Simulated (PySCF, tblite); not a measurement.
**BH₄NO₂+ (doublet): geometry, infrared bands and EPR parameters**

What infrared bands and EPR parameters should BH₄NO₂+ (doublet) (`[NH2+]B(O)O`) show?

The runs use tblite 0.8.0 and PySCF 2.14.0, with density-fitted response routines of our own; the level of theory stands in each step. All values are computed, except where a source is named. Atoms count from 0, in the outputs and in this text.

**1. The starting structure**

8 atoms, charge 1, multiplicity 2; geometry from: force field or distance geometry start.

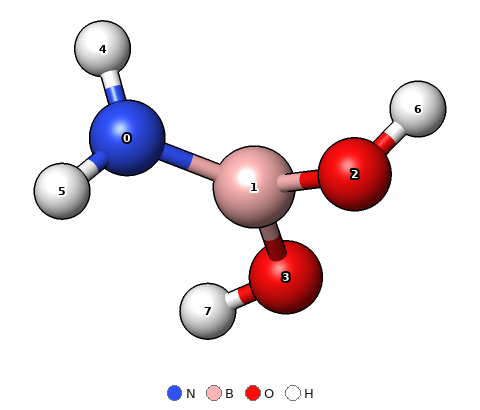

As it starts; nitrogen blue, boron pink, oxygen red, hydrogen white, atoms numbered.

**2. Optimising the geometry with GFN2-xTB**

The job: settings as JSON, then the geometry in Å.

```
{"job": {"kind": "relax", "xc": "GFN2-xTB", "basis": "xTB"}, "charge": 1, "multiplicity": 2}
N     -0.897300    -0.730800     0.092600
B      0.201600     0.226400    -0.042700
O     -0.054000     1.647000     0.185200
O      1.634700    -0.111100    -0.060100
H     -1.444400    -1.000400    -0.716100
H     -1.139400    -1.133500     0.992800
H     -0.064000     2.173100    -0.647900
H      1.771900    -1.061300     0.171700
```

Launch:

```
> OMP_NUM_THREADS=1 python probes_run.py task.json out
```

This one command runs all jobs of the session in turn.

The program printed:

```text
step      E/eV     max force
  0    -376.60928    4.292
  1    -377.15901    2.582
  2    -377.26739    4.763
  3    -377.41308    0.915
  4    -377.43911    0.678
  5    -377.47876    1.011
  6    -377.51030    1.157
  7    -377.54194    0.690
  8    -377.56580    0.509
  9    -377.58616    0.629
 10    -377.59722    0.569
 11    -377.60721    0.367
 12    -377.61570    0.380
 13    -377.62361    0.351
 14    -377.62965    0.272
 15    -377.63324    0.245
 16    -377.63717    0.228
 17    -377.64379    0.278
 18    -377.64725    0.213
 19    -377.64942    0.180
 20    -377.65111    0.165
 21    -377.65302    0.227
 22    -377.65479    0.183
 23    -377.65610    0.100
 24    -377.65700    0.086
 25    -377.65778    0.086
 26    -377.65859    0.091
 27    -377.65947    0.102
 28    -377.66044    0.098
 29    -377.66146    0.091
 30    -377.66256    0.147
 31    -377.66406    0.202
 32    -377.66639    0.214
 33    -377.66974    0.184
 34    -377.67409    0.222
 35    -377.67925    0.240
 36    -377.68424    0.221
 37    -377.64749    1.350
 38    -377.68687    0.432
 39    -377.68363    0.700
 40    -377.69026    0.131
 41    -377.69164    0.156
 42    -377.69506    0.144
 43    -377.69708    0.146
 44    -377.70111    0.189
 45    -377.70291    0.182
 46    -377.70644    0.151
 47    -377.71077    0.153
 48    -377.71787    0.275
 49    -377.72585    0.300
 50    -377.73303    0.365
 51    -377.72902    0.539
 52    -377.73871    0.350
 53    -377.74102    0.234
 54    -377.74333    0.150
 55    -377.74757    0.339
 56    -377.75405    0.204
 57    -377.77427    0.525
 58    -377.78858    0.467
 59    -377.79200    0.921
 60    -377.80076    0.732
 61    -377.80831    0.485
 62    -377.80818    0.639
 63    -377.81638    0.374
 64    -377.81800    0.225
 65    -377.82097    0.248
 66    -377.82457    0.336
 67    -377.82763    0.286
 68    -377.83709    0.210
 69    -377.84127    0.243
 70    -377.84308    0.169
 71    -377.84438    0.157
 72    -377.84520    0.113
 73    -377.84633    0.136
 74    -377.84722    0.144
 75    -377.84771    0.064
 76    -377.84791    0.068
 77    -377.84810    0.090
 78    -377.84845    0.116
 79    -377.84904    0.138
 80    -377.84976    0.118
 81    -377.85031    0.067
 82    -377.85051    0.025
 83    -377.85054    0.009
```

It took 0.24 s on 1 thread of Arm Neoverse V1, shared host.

Along the way: (not every step is listed)

| step | energy from step 0 (eV) | largest force (eV/Å) |
| --- | --- | --- |
| 0 | 0.0000 | 4.2918 |
| 1 | -0.5497 | 2.5824 |
| 2 | -0.6581 | 4.7626 |
| 3 | -0.8038 | 0.9155 |
| 4 | -0.8298 | 0.6781 |
| 5 | -0.8695 | 1.0110 |
| 6 | -0.9010 | 1.1571 |
| 7 | -0.9327 | 0.6900 |
| 8 | -0.9565 | 0.5088 |
| 15 | -1.0240 | 0.2449 |
| 22 | -1.0455 | 0.1828 |
| 29 | -1.0522 | 0.0912 |
| 36 | -1.0750 | 0.2205 |
| 43 | -1.0878 | 0.1464 |
| 50 | -1.1237 | 0.3649 |
| 57 | -1.1650 | 0.5249 |
| 64 | -1.2087 | 0.2246 |
| 71 | -1.2351 | 0.1567 |
| 78 | -1.2392 | 0.1156 |
| 79 | -1.2398 | 0.1384 |
| 80 | -1.2405 | 0.1182 |
| 81 | -1.2410 | 0.0667 |
| 82 | -1.2412 | 0.0251 |
| 83 | -1.2413 | 0.0094 |

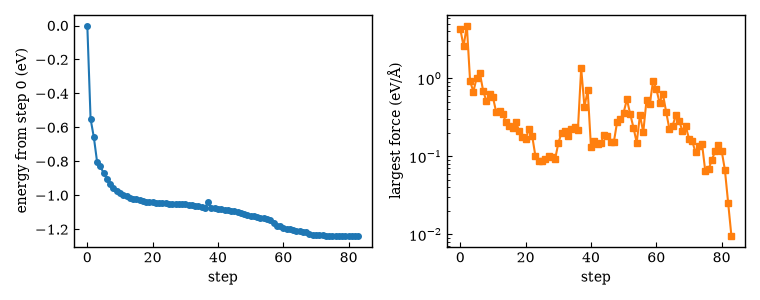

Energy and largest force along the relaxation.

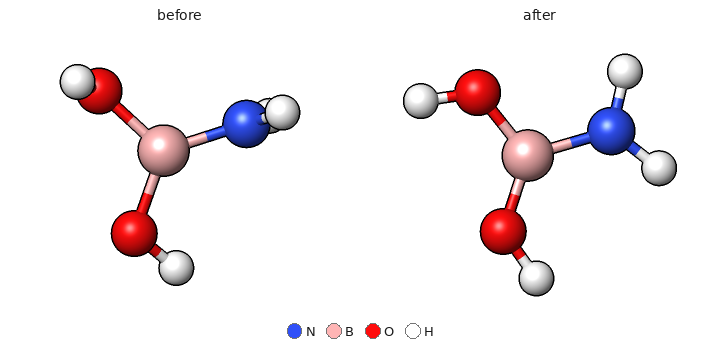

The geometry before (left) and after (right).

Close pairs (by a distance rule), those that changed most:

| bond | before (Å) | after (Å) | change (Å) |
| --- | --- | --- | --- |
| B1–O3 | 1.472 | 1.330 | -0.142 |
| B1–O2 | 1.461 | 1.345 | -0.117 |
| O3–H7 | 0.988 | 0.960 | -0.027 |
| O2–H6 | 0.985 | 0.966 | -0.019 |
| N0–H4 | 1.013 | 1.015 | +0.002 |
| N0–H5 | 1.015 | 1.017 | +0.001 |
| N0–B1 | 1.464 | 1.463 | -0.001 |

The final coordinates are the input of the step that follows.

**3. Infrared spectrum with GFN2-xTB**

The job: settings as JSON, then the geometry in Å.

```
{"job": {"kind": "ir", "xc": "GFN2-xTB", "basis": "xTB"}, "charge": 1, "multiplicity": 2}
N     -0.894245    -0.750731     0.117337
B      0.177988     0.234921    -0.021267
O     -0.260181     1.500445     0.098269
O      1.452761    -0.072844    -0.242709
H     -0.794968    -1.758784     0.056027
H     -1.844157    -0.429734     0.284632
H      0.354223     2.242203     0.021054
H      1.817635    -0.956063    -0.337907
```

The program printed:

```text
mode    cm-1     km/mol
  1     251.4      3.38
  2     302.4     15.66
  3     332.8     14.68
  4     387.0     26.62
  5     454.7    293.12
  6     545.7    357.12
  7     639.6    129.22
  8     752.2     48.18
  9     805.4    134.03
 10     823.0     77.80
 11     888.5    151.32
 12    1105.5     24.98
 13    1202.7      5.54
 14    1352.5     59.35
 15    3350.0    309.98
 16    3400.3    104.47
 17    3478.0    333.51
 18    3554.0    244.66
```

Wall time 0.1 s (1 thread of Arm Neoverse V1, shared host).

The strongest bands and the atoms that carry them (share of the mass-weighted mode):

| cm⁻¹ | km/mol | atoms |
| --- | --- | --- |
| 455 | 293.1 | H7 57 %, B1 19 %, H6 15 % |
| 546 | 357.1 | H6 44 %, B1 34 %, O2 15 % |
| 640 | 129.2 | H4 24 %, N0 21 %, H6 19 %, H5 15 % |
| 805 | 134.0 | N0 34 %, O3 20 %, H7 16 %, H6 16 % |
| 888 | 151.3 | H6 42 %, O2 32 %, O3 20 % |
| 3350 | 310.0 | H5 67 %, H4 29 % |
| 3478 | 333.5 | H6 93 % |
| 3554 | 244.7 | H7 93 % |

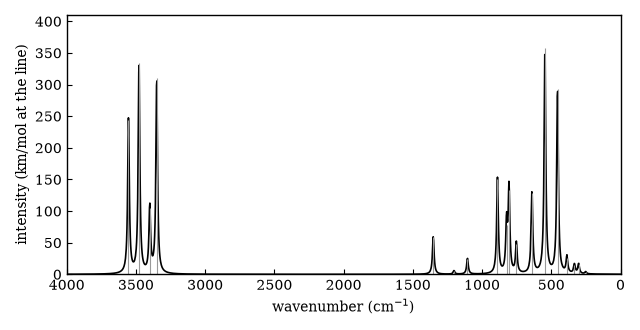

The infrared spectrum from these modes, unscaled. Lines are broadened to a width of 14 cm⁻¹ (Lorentzian).

**4. EPR parameters: B3LYP/pcH-1**

Settings changed since step 3:

```diff
@@ -1,2 +1,2 @@
-{"job": {"kind": "ir", "xc": "GFN2-xTB", "basis": "xTB"}, "charge": 1, "multiplicity": 2}
+{"job": {"kind": "epr", "basis": "pcH-1"}, "charge": 1, "multiplicity": 2}
 N     -0.894245    -0.750731     0.117337
```

With the program's defaults for keys left out, this is: UKS B3LYP, pcH-1 on B H N O, non-relativistic, mean-field spin-orbit, GIAO.

The program printed:

```text
UKS, coarse grid
  cycle   1  E = -232.10244976  |g| = 6.84e-01
  cycle   2  E = -231.31613665  |g| = 1.50e+00
  cycle   3  E = -232.24977114  |g| = 2.31e-01
  cycle   4  E = -232.27384559  |g| = 7.11e-02
  cycle   5  E = -232.27496265  |g| = 4.86e-02
  cycle   6  E = -232.27574187  |g| = 1.62e-02
  cycle   7  E = -232.27583920  |g| = 2.16e-03
  cycle   8  E = -232.27584209  |g| = 8.65e-04
UKS, final grid
  cycle   1  E = -232.27583681  |g| = 8.29e-04
  cycle   2  E = -232.27583632  |g| = 1.57e-03
  cycle   3  E = -232.27583715  |g| = 2.57e-04
  cycle   4  E = -232.27583718  |g| = 1.57e-04
  cycle   5  E = -232.27583719  |g| = 9.48e-05
  cycle   6  E = -232.27583720  |g| = 2.87e-05
E = -232.27583720 Eh   <S^2> = 0.7559 (exact 0.7500)
g shifts (ppm)      1          2          3
  rmc          -245       -245       -245
  gc              5         58         59
  oz_so          15       2728       4207
  total        -225       2541       4021
hyperfine (MHz)  atom isotope    a_iso     a_fc   dipolar eigenvalues
    0   14N      34.78      34.78    -42.33    -42.02     84.34
    1   11B     -28.51     -28.51     -8.70     -0.51      9.20
    2   17O     -10.77     -10.77    -46.96     22.58     24.38
    3   17O      -3.25      -3.25    -15.12      7.04      8.08
    4    1H     -64.04     -64.04    -48.96    -11.41     60.37
    5    1H     -63.38     -63.38    -47.64    -11.91     59.54
    6    1H     -12.24     -12.24    -12.06     -5.26     17.32
    7    1H      -3.91      -3.91     -3.95     -1.84      5.79
```

It took 11 s on 1 thread of Arm Neoverse V1, shared host; peak memory 0.47 GiB.

Principal g values 2.00209, 2.00486, 2.00634; g(iso) = 2.00443, against 2.00232 for a free electron.

Hyperfine couplings; where a row names several nuclei, a(iso) is their mean (it holds for fast rotation or exchange) and the dipolar term the largest among them:

| nuclei | isotope | a(iso) (MHz) | a(iso) (G, at g = 2.0023) | largest dipolar term (MHz) |
| --- | --- | --- | --- | --- |
| H4, H5 | 1H | -63.7 | -22.7 | 60.4 |
| N0 | 14N | 34.8 | 12.4 | 84.3 |
| B1 | 11B | -28.5 | -10.2 | 9.2 |
| H6, H7 | 1H | -8.1 | -2.9 | 17.3 |
| O2, O3 | 17O | -7.0 | -2.5 | -47.0 |

Mulliken spin populations:

| atom | value (e) |
| --- | --- |
| N0 | 0.94 |
| B1 | -0.08 |
| O2 | 0.15 |
| O3 | 0.05 |
| H4 | -0.03 |
| H5 | -0.03 |
| H6 | 0.00 |
| H7 | 0.00 |

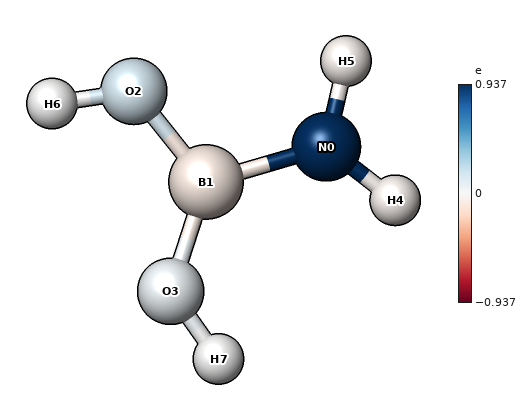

Mulliken spin populations, as colours on the atoms.

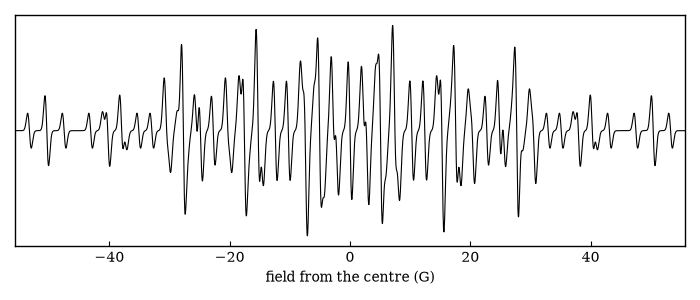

First-order isotropic spectrum (first derivative, main isotopes with spin only, couplings over 0.8 MHz, Gaussian width 0.3 G; couplings of the frozen geometry, rotation of groups not averaged beyond the rows shown).

Orbitals, density, ELF and potential are computed afterwards from the orbital file.

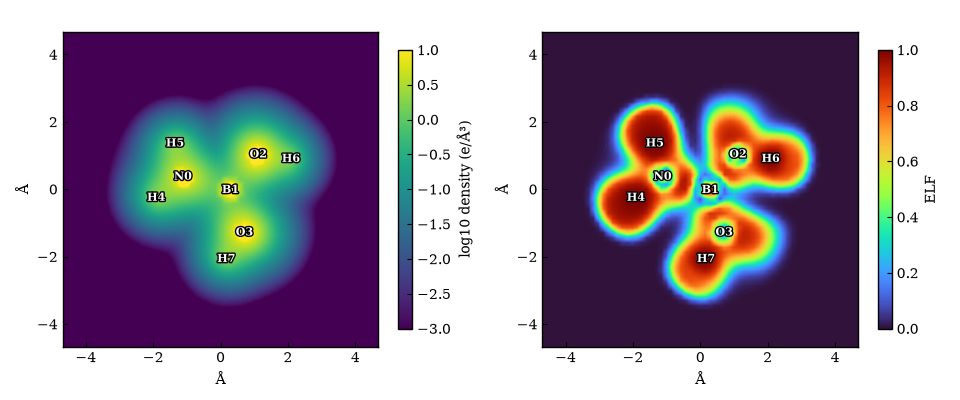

Density (left) and ELF (right) in a plane through or near 8 of the atoms.

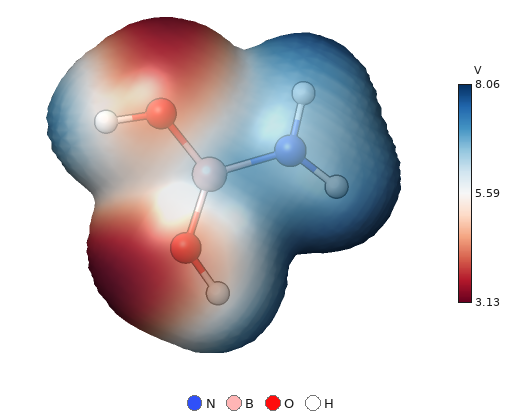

The potential that a unit positive charge feels on the 0.002 e/bohr³ surface, from 3.13 V near O3 to 8.06 V near H4.

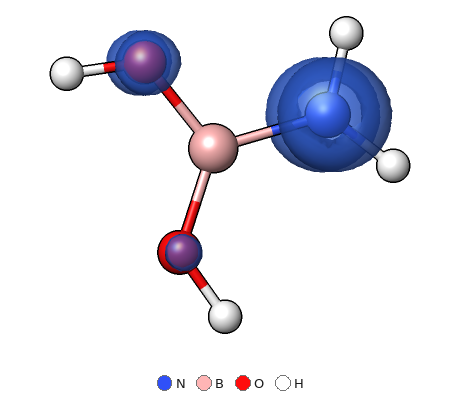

Spin density at ±0.08 e/Å³ (alpha excess blue, beta excess red).

**5. What came out**

| quantity | value |
| --- | --- |
| strongest single infrared mode (GFN2-xTB) | 546 cm⁻¹, 357 km/mol |
| zero-point energy (GFN2-xTB) | 33.8 kcal/mol |
| g(iso) (B3LYP) | 2.00443 |
| ⟨S²⟩ | 0.756 (exact 0.75) |
| largest a(iso) (averaged by class) | 1H on H4, H5, -63.7 MHz |

**Reading.** Relaxing lowered the energy by 1.241 eV in 83 steps; the close pair that moved most is B1–O3, from 1.472 to 1.330 Å. No mode is imaginary among the 18: a minimum at this level. The strongest single mode, at 546 cm⁻¹, moves mainly H6 and B1. Unscaled tight-binding wavenumbers are off by several per cent, some by more. Its intensities can rank the bands wrongly. Most of the unpaired spin sits on N0 (0.94 e). The isotropic g lies 2.1 ppt above the free-electron value. The conformer search found further structures of the same energy, which may be mirror or relabelled copies of this one.
